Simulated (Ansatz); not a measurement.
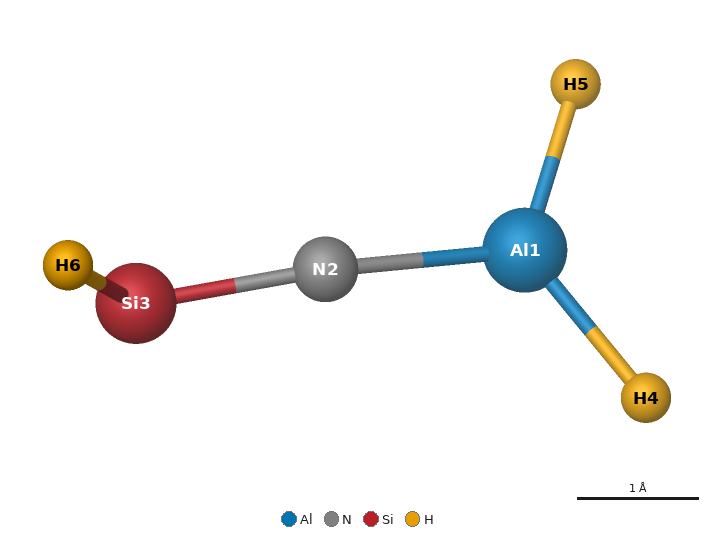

The view is orthographic, and the bar gives the scale. The species is neutral and a spin doublet. The geometry was computed by an optimisation with PBE-D4/def2-SVP. No frequency run is at hand to confirm it as a minimum.

Write Cartesian coordinates in Å in the frame of the picture: x to the right, y up, z towards the viewer, origin at the mean of the atomic positions.

```xyz
6
AlH3NSi
Al   1.21   0.10  -0.55
N   -0.45  -0.06   0.12
Si  -2.03  -0.35   0.32
H    2.22  -1.13  -0.39
H    1.63   1.48  -1.23
H   -2.59  -0.03   1.72
```
